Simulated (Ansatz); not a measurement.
## Nudged elastic band of AlSiH$_{6}$ClO (part 2 of 2)

AlSiH$_{6}$ClO; RKS CAM-B3LYP-D4/def2-SVP (Ansatz 0.2.0). The run did not end well. It belongs to a series of runs on one base structure; here: band between the two ends.

Geometry of the input (Å):
```
Al -0.0801  -0.3834  -0.0184
H  -0.3948  -1.3489  1.1762
O  1.4555  -0.2089  -0.7129
H  2.2682  -0.6416  -0.4443
Cl -1.6534  0.4281  -1.1677
Si -0.3690  2.7145  1.1363
H  -1.8286  2.8473  1.3482
H  0.3943  3.4290  2.1925
H  0.0545  3.1509  -0.2120
H  -0.0168  1.2594  1.3039
```

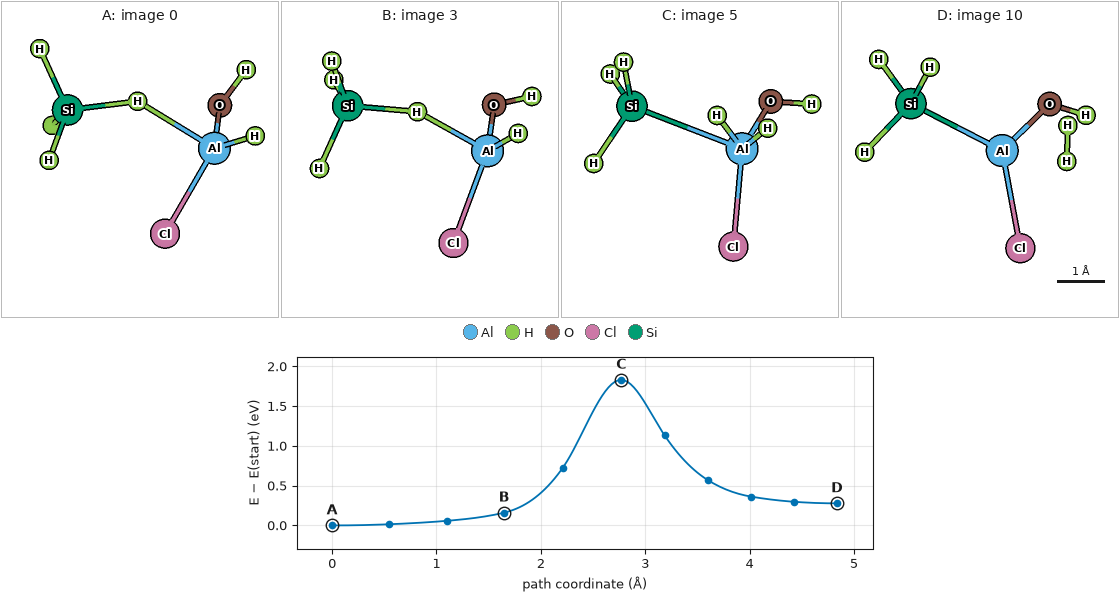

Fig. 1: Images of the last band (counted from 0; ball-and-stick, seen at a tilt) above the energy along the path; the line is a cubic interpolation that uses the forces. The highest image is number 5, 1.832 eV above the start and 1.554 eV above the end (the climbing image); the end lies 0.278 eV above the start. The path is 4.84 Å long. The band had not converged after 60 iterations.

```
Unfinished report: {"positions_ang":[[-0.03309945147463698,0.1621778762526192,-0.023524911215163268],[-0.12908379623558267,-0.37937426543096475,1.5992641775675194],[1.518710178069575,0.00474534029221789,-0.6806514184769709],[1.906175260059271,-0.800321436260942,-1.0310603961924811],[-1.8168334476406196,-0.2698448382858637,-1.0345817648241857],[-0.3194569306041506,2.5761600419544792,0.9998898237318071],[-1.7217821314683126,2.959423551241223,0.6837775700108909],[-0.04299855097471814,2.9126954368385123,2.427296837815426],[0.6305945157504976,3.342869042569054,0.1459992537509672],[-0.16242764548132413,0.737868270829665,1.5154898378321917]],"unchecked":["starts","cluster_reference","orbital_swaps","neighbouring_geometries","increment"],"mean_field":{"relativity":"none","state":{"energy":{"ev":-29132.642114621878,"hartree":-1070.6048508982942},"converged":true,"gradient_ev":0.000022594953777560932,"stability":{"kind":"minimum","curvature_ev":34.695388106490675},"curvature_floor_ev":0.00030000000000000003,"spin_squared":2.4868995751603507e-14},"others":[],"fillings":{"estimated":0,"unestimated":0,"tried":0,"untried":0,"excluded_magnetic_sites":0},"n_dropped_functions":0,"n_trapped_functions":0,"passes":{"evaluations":2,"products":17},"factors":{"origin":"Cholesky decomposition","count":990,"bound_ev":0.0010975412463760104},"gradient_stop_ev":0.00009,"reference_kind":"stationary","functional":{"name":"CAM-B3LYP","citations":["Yanai, Tew & Handy, Chem. Phys. Lett. 393, 51 (2004) doi:10.1016/j.cplett.2004.06.011","Iikura, Tsuneda, Yanai & Hirao, J. Chem. Phys. 115, 3540 (2001) doi:10.1063/1.1383587","Becke, Phys. Rev. A 38, 3098 (1988) doi:10.1103/PhysRevA.38.3098","Lee, Yang & Parr, Phys. Rev. B 37, 785 (1988) doi:10.1103/PhysRevB.37.785","Vosko, Wilk & Nusair, Can. J. Phys. 58, 1200 (1980) doi:10.1139/p80-159"],"text":"name \"CAM-B3LYP\"\ncite \"Yanai, Tew & Handy, Chem. Phys. Lett. 393, 51 (2004) doi:10.1016/j.cplett.2004.06.011\"\ncite \"Iikura, Tsuneda, Yanai & Hirao, J. Chem. Phys. 115, 3540 (2001) doi:10.1063/1.1383587\"\ncite \"Becke, Phys. Rev. A 38, 3098 (1988) doi:10.1103/PhysRevA.38.3098\"\ncite \"Lee, Yang & Parr, Phys. Rev. B 37, 785 (1988) doi:10.1103/PhysRevB.37.785\"\ncite \"Vosko, Wilk & Nusair, Can. J. Phys. 58, 1200 (1980) doi:10.1139/p80-159\"\nparameter alpha = 0.19\nparameter beta = 0.46\nparameter omega = 0.33/bohr\nparameter ac = 0.81\n# Exact exchange under (alpha + beta erf(omega r))/r, Becke's under what is left of 1/r.\nexchange = (1 - alpha - beta)*b88_x + beta*b88_x_sr(omega) + alpha*exact_x + beta*exact_x_lr(omega)\ncorrelation = (1 - ac)*vwn5_c + ac*lyp_c\n","parameters":{"ac":{"value":0.81,"default":0.81},"alpha":{"value":0.19,"default":0.19},"beta":{"value":0.46,"default":0.46},"omega":{"value":0.33,"default":0.33,"unit":"/bohr"}},"final_grid":{"core_spheres":13.0,"valence_spheres":11.0,"degree":36.0},"final_grid_parameter_source":"default","radial_points_factor":1.0,"radial_grid_error_ev":3.761455755150831e-7,"grid_sensitivity":"normal","grid_sensitivity_ratio":0.001105456905326488},"unsmoothed_excess_ev":-0.00013420796236641473,"symmetry":{"irreps":["A"],"axes":[[0.9999838431478913,-0.0009625735595237574,0.005602400852873464],[0.0009891507170312654,0.9999882624541094,-0.004743051219435411],[-0.00559776955874106,0.004748516205479031,0.999973057921969]],"occupied":[{"A":29},{"A":29}]},"held":{"pivots":988,"left_out":0,"joined":2},"density_repulsion":{"missed_ev":0.000018592693226788125,"excess_ev":2.937588078143958e-7,"most_excess_ev":0.0001566,"are_drawn_again":false,"n_first_factors":990,"energy_change_ev":0.0,"n_dropped_ends":0}},"factors":{"origin":"Cholesky decomposition","count":990,"bound_ev":0.0010975412463760104},"n_frozen":0,"n_occupied":[29,29],"n_virtual":[69,69],"reference":{"ev":-29132.642114621878,"hartree":-1070.6048508982942},"dispersion":{"energy":{"ev":-0.19602841038280577,"hartree":-0.0072039112087392415},"switches_in_reach":[]},"total":{"ev":-29132.838143032262,"hartree":-1070.6120548095032},"forces_ev_per_angstrom":[[-0.012076597107846296,-0.00011859792656072812,0.016898694382950365],[-0.008732222085095215,0.005577037536228121,0.011780438681066277],[0.0013712788006319046,0.015401366916074303,0.013647001188557543],[0.007704423889493492,0.024824028771181735,-0.013050858133827666],[0.002636621987716305,-0.017506920083560466,-0.011796045465768677],[-0.00003369002203249673,-0.012053730270934617,0.02049864587299918],[-0.004623551208644284,0.020887653197633655,0.004735454262816482],[0.015123754093582695,-0.01882210148550922,-0.0209231774728292],[0.01362973982019547,-0.01789486019304406,-0.0220049480263496],[-0.014999758168264831,-0.0002938764528743589,0.00021479471220910325]],"charge_distribution":{"dipole_moment_e_ang":[0.2162764598810593,-0.13821469884171342,0.178663726236139],"mulliken_charges_e":[0.6255710933289613,-0.1324879908720935,-0.42832591360369143,0.19838205324405,-0.2587856209877444,0.09582669677855549,-0.05614075816395259,-0.07166580989752047,-0.05561317473993599,0.08323942491337477],"lowdin_charges_e":[-0.2833948770901493,-0.04919842329181168,0.06496777747093674,-0.00986065709724504,0.1104668667313824,0.21605818774659546,-0.05703346986566471,-0.06514871312488402,-0.04920027402841898,0.12234358254923783]},"n_threads":4,"memory_gib":4.261363637633622,"seconds":{"hamiltonian":1.0717650380000001,"orbitals":0.0,"second_order":0.0,"solver_start":0.0,"cycles":0.0,"cycle":0.0,"perturbative":0.0,"full_ci_increment":0.0,"forces":0.0}}
this run last wrote the band of iteration 60 to [file]
Error: NEB band did not converge after 60 iterations: max|band force component| = 7.27e-2 eV/Å (threshold 3.0e-2); raise `neb.max_iterations` in a new run, which can start from the last band evaluated (`neb.initial_path`, with `crystal.atoms` and `neb.final_atoms` set to its first and last images), add images, or start from endpoints closer to local minima. Where this run's directory can be resumed (`checkpoint.write`), a resume goes on for up to `neb.max_iterations` more; to start a new run from the last band, take its images' positions from the `neb_iteration` event of iteration 60 (`data.images[].positions_ang`), in the event stream of the run that computed that iteration (not this run's, if it was resumed behind it). With `checkpoint.write`, `steps/00-neb/state/checkpoint.json` in the run directory holds the last saved band, under `neb.evaluated.images[].positions_ang` (a band under a hybrid functional on support functions is neither saved nor resumed: `neb.initial_path` says where its path is): check the last entry of `neb.iterations` there, which is earlier than 60 if that iteration was not saved or its write failed. If the band's step has no `state` directory and holds `state.next`, a write was cut short, and the file is under `state.next` instead (behind a loss of power it can be under `state.prev`)
this run wrote the band of iteration 60 to [file] as well, whether or not its events were kept: a new run's `neb.initial_path` can list its `images[].positions_ang`
a run's events are kept only if it was started with --events-out <file>, and are in that file
```

The last band as extended XYZ (Å, eV, eV/Å):
```
10
Properties=species:S:1:pos:R:3:forces:R:3 image=0 energy=-29134.66998
Al   -0.0801   -0.3834   -0.0184    0.0109   0.0217  -0.0121
H    -0.3948   -1.3489    1.1762    0.0009   0.0037  -0.0025
O     1.4555   -0.2089   -0.7129   -0.0243  -0.0148   0.0198
H     2.2682   -0.6416   -0.4443    0.0146   0.0037  -0.0075
Cl   -1.6534    0.4281   -1.1677   -0.0026  -0.0048  -0.0006
Si   -0.3690    2.7145    1.1363    0.0098  -0.0113   0.0054
H    -1.8286    2.8473    1.3482    0.0120   0.0005  -0.0022
H     0.3943    3.4290    2.1925   -0.0096  -0.0057  -0.0074
H     0.0545    3.1509   -0.2120   -0.0053  -0.0001   0.0013
H    -0.0168    1.2594    1.3039   -0.0065   0.0071   0.0058
10
Properties=species:S:1:pos:R:3:forces:R:3 image=1 energy=-29134.65542
Al   -0.0733   -0.3790    0.0253   -0.0063  -0.0123  -0.0106
H    -0.2779   -1.2855    1.2881   -0.0087  -0.0268  -0.0217
O     1.4059   -0.1962   -0.7768   -0.0022  -0.0105  -0.0089
H     2.2348   -0.6562   -0.6355    0.0120   0.0162   0.0317
Cl   -1.7311    0.3261   -1.0740    0.0002   0.0130   0.0013
Si   -0.3616    2.7228    1.1378    0.0002   0.0100   0.0020
H    -1.8308    2.8872    1.0916   -0.0007  -0.0023   0.0167
H     0.2190    3.3800    2.3364    0.0134   0.0204  -0.0128
H     0.3011    3.1873   -0.1018   -0.0154  -0.0066  -0.0113
H    -0.0563    1.2599    1.3107    0.0073  -0.0012   0.0135
10
Properties=species:S:1:pos:R:3:forces:R:3 image=2 energy=-29134.61250
Al   -0.0622   -0.3827    0.0696   -0.0174  -0.0267  -0.0146
H    -0.1741   -1.2188    1.3911   -0.0030  -0.0644  -0.0298
O     1.3804   -0.1454   -0.7826   -0.0234  -0.0231  -0.0361
H     2.1653   -0.6903   -0.8452    0.0485   0.0279   0.0625
Cl   -1.7990    0.1444   -1.0062   -0.0060   0.0347   0.0159
Si   -0.3507    2.7463    1.1393   -0.0017   0.0208   0.0026
H    -1.7922    2.9305    0.8649   -0.0029   0.0001   0.0172
H     0.0341    3.3168    2.4546    0.0158   0.0360  -0.0148
H     0.5028    3.2700    0.0483   -0.0176  -0.0041  -0.0164
H    -0.0746    1.2754    1.2681    0.0079  -0.0012   0.0134
10
Properties=species:S:1:pos:R:3:forces:R:3 image=3 energy=-29134.50900
Al   -0.0383   -0.3050    0.1066   -0.0267  -0.1509   0.0344
H    -0.1191   -0.9815    1.5143   -0.0078  -0.2697  -0.0111
O     1.4298   -0.0452   -0.7080   -0.0397  -0.0301   0.0195
H     2.0125   -0.7194   -1.0621    0.0668   0.0617  -0.0150
Cl   -1.8073   -0.0777   -1.0252    0.0170   0.0705   0.0185
Si   -0.3415    2.7237    1.1329   -0.0104   0.0990   0.0285
H    -1.7468    2.9375    0.7257   -0.0108   0.0162   0.0199
H    -0.0737    3.1779    2.5176   -0.0050   0.1239   0.0055
H     0.6200    3.2877    0.1591   -0.0059  -0.0148  -0.0137
H    -0.1057    1.2484    1.2408    0.0226   0.0940  -0.0863
10
Properties=species:S:1:pos:R:3:forces:R:3 image=4 energy=-29133.94824
Al   -0.0256   -0.0988    0.0591    0.0149  -0.9766   0.3540
H    -0.1168   -0.6102    1.5500    0.0394  -0.8092  -0.1379
O     1.4902    0.0249   -0.7073   -0.1036   0.0664  -0.0585
H     1.9271   -0.7608   -1.0496    0.0802   0.1309  -0.0370
Cl   -1.8056   -0.1960   -1.0622    0.0415   0.2147  -0.0758
Si   -0.3317    2.6167    1.0947   -0.0454   0.1525   0.3248
H    -1.7248    2.9272    0.6997   -0.0113  -0.0927   0.0206
H    -0.0482    2.9891    2.4922    0.0032   0.3115   0.1788
H     0.6305    3.2654    0.1644    0.0101  -0.3137  -0.0102
H    -0.1653    1.0889    1.3610   -0.0292   1.3162  -0.5587
10
Properties=species:S:1:pos:R:3:forces:R:3 image=6 energy=-29133.53584
Al   -0.0337    0.3755   -0.1192   -0.0727   1.0814  -0.4886
H    -0.1220   -0.3510    1.6709   -0.0457   0.1265   0.3798
O     1.5192   -0.0150   -0.6524    0.0166  -0.1975   0.1549
H     1.9062   -0.7992   -1.0447   -0.0638   0.0061  -0.0282
Cl   -1.8016   -0.3329   -1.0138    0.0661  -0.2645   0.0701
Si   -0.3210    2.6039    0.9187    0.0314   0.1434  -0.4194
H    -1.7404    2.9866    0.6844   -0.0259   0.2213  -0.0169
H    -0.0469    2.8582    2.3814    0.0314  -0.2938  -0.2393
H     0.6142    3.4438    0.1385    0.0167   0.4659  -0.0415
H    -0.1442    0.4765    1.6380    0.0459  -1.2888   0.6292
10
Properties=species:S:1:pos:R:3:forces:R:3 image=7 energy=-29134.09938
Al   -0.0281    0.5173   -0.2023   -0.0011   0.2755  -0.1737
H    -0.1111   -0.4784    1.7179   -0.0352  -0.2381   0.1546
O     1.5183   -0.0221   -0.6171   -0.0343   0.0103   0.0990
H     1.8701   -0.7977   -1.0544   -0.0645  -0.0246  -0.0462
Cl   -1.7601   -0.3976   -0.9931    0.0812  -0.1382   0.0143
Si   -0.3251    2.6772    0.8404    0.0020   0.1460  -0.1821
H    -1.7564    3.0562    0.6731    0.0045   0.1812  -0.0351
H    -0.0357    2.7787    2.3113    0.0506  -0.1877  -0.1514
H     0.5761    3.6232    0.1398   -0.0272   0.3294  -0.0077
H    -0.1184    0.2897    1.7862    0.0241  -0.3537   0.3283
10
Properties=species:S:1:pos:R:3:forces:R:3 image=8 energy=-29134.30673
Al   -0.0246    0.5875   -0.2776   -0.0046   0.0350  -0.0317
H    -0.1523   -0.5925    1.8071   -0.0512  -0.0915   0.0198
O     1.5238    0.0058   -0.6284    0.0060   0.0282   0.0021
H     1.8118   -0.7860   -1.0872   -0.0376   0.0179  -0.0026
Cl   -1.7048   -0.4673   -1.0044    0.0441  -0.0568   0.0161
Si   -0.3354    2.7417    0.7713   -0.0004   0.0551  -0.0424
H    -1.7627    3.1519    0.6424    0.0088   0.0750  -0.0150
H    -0.0349    2.6729    2.2364    0.0243  -0.0328  -0.0525
H     0.5427    3.7857    0.1782   -0.0119   0.0862  -0.0073
H    -0.0338    0.1466    1.9642    0.0226  -0.1162   0.1136
10
Properties=species:S:1:pos:R:3:forces:R:3 image=9 energy=-29134.37232
Al   -0.0207    0.6274   -0.3065   -0.0011   0.0060  -0.0022
H    -0.3705   -0.6292    1.8336   -0.0494  -0.0184  -0.0089
O     1.5432    0.0925   -0.6682    0.0041   0.0233  -0.0072
H     1.8170   -0.7116   -1.1158   -0.0053   0.0131   0.0049
Cl   -1.6531   -0.5515   -0.9477    0.0167  -0.0211   0.0237
Si   -0.3430    2.7796    0.7460   -0.0009   0.0173  -0.0055
H    -1.7635    3.2169    0.6312    0.0043   0.0205  -0.0032
H    -0.0266    2.6630    2.2021    0.0081   0.0131  -0.0102
H     0.5330    3.8400    0.1742    0.0001   0.0094  -0.0134
H     0.1139   -0.0806    2.0531    0.0235  -0.0631   0.0220
10
Properties=species:S:1:pos:R:3:forces:R:3 image=10 energy=-29134.39216
Al   -0.0322    0.6565   -0.2755   -0.0035  -0.0027  -0.0055
H    -0.4706   -0.7075    1.7965    0.0233   0.0109   0.0076
O     1.5465    0.1714   -0.6425   -0.0032   0.0060   0.0059
H     1.8469   -0.6257   -1.0851    0.0012  -0.0054  -0.0017
Cl   -1.6367   -0.5740   -0.8920    0.0032   0.0028   0.0000
Si   -0.3556    2.8271    0.7416    0.0043  -0.0003   0.0007
H    -1.7732    3.2764    0.6384   -0.0004  -0.0022   0.0020
H     0.0012    2.7717    2.1905    0.0010   0.0009  -0.0028
H     0.5113    3.8557    0.0988   -0.0024  -0.0002   0.0010
H     0.1922   -0.4053    2.0313   -0.0234  -0.0098  -0.0071
```

What the run reported:

| quantity | value |
| --- | --- |
| outcome | not converged |
| barrier, forward (band not converged) | 1.832 eV |
| barrier, backward | 1.554 eV |
| wall time | 10 min (CPU time 38 min) |
| peak memory | 0.28 GiB |

Diagnosis:

The run did not converge: “NEB band did not converge after 60 iterations: max|band force component| = 7.27e-2 eV/Å (threshold 3.0e-2); raise `neb.max_iterations` in a new run, which can start from the last band evaluated (`neb.initial_path`, with `crystal.atoms` and `neb.final_atoms` set to its first and last images), add images, or start from endpoints closer to local minima …” Its last values are not results.
